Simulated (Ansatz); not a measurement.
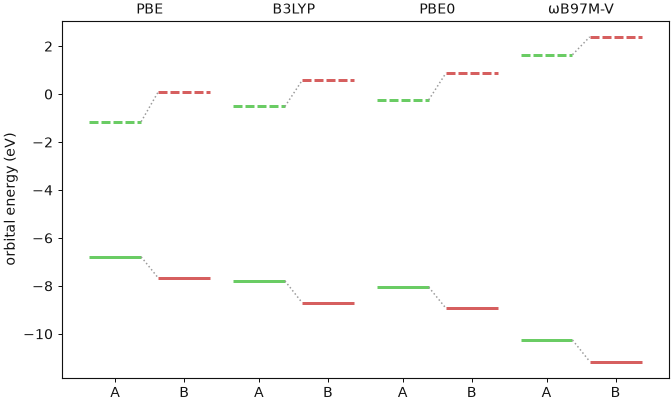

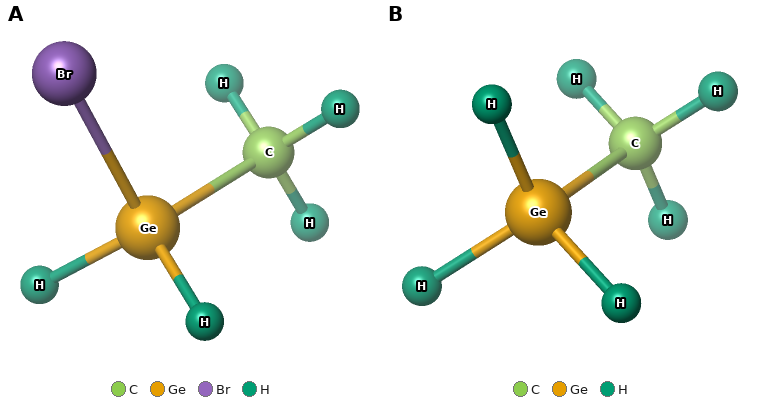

One change: A, CH₅BrGe (SMILES [CH3][GeH2][Br]), becomes B, CH₆Ge (SMILES [CH3][GeH3]). Br on Ge is replaced by H. HOMO (solid) and LUMO (dashed) computed in def2-TZVPP at PBE0-D4/def2-TZVP geometries, both minima by their frequencies, gas phase, the Ansatz code 0.2.0. Empty levels above zero depend strongly on the basis.

What does the change do to HOMO and LUMO?

PBE: the HOMO falls by 0.89 eV, the LUMO rises by 1.26 eV, and the separation goes from 5.64 to 7.79 eV. B3LYP: the HOMO falls by 0.91 eV, the LUMO rises by 1.09 eV, and the separation goes from 7.28 to 9.28 eV. PBE0: the HOMO falls by 0.88 eV, the LUMO rises by 1.12 eV, and the separation goes from 7.81 to 9.81 eV. ωB97M-V: the HOMO falls by 0.90 eV, the LUMO rises by 0.74 eV, and the separation goes from 11.90 to 13.54 eV.

Do the functionals agree on the effect?

They agree on the direction for both levels; the HOMO shift lies between −0.91 and −0.88 eV and the LUMO shift between 0.74 and 1.26 eV, while the separations themselves differ by up to 6.3 eV between functionals.
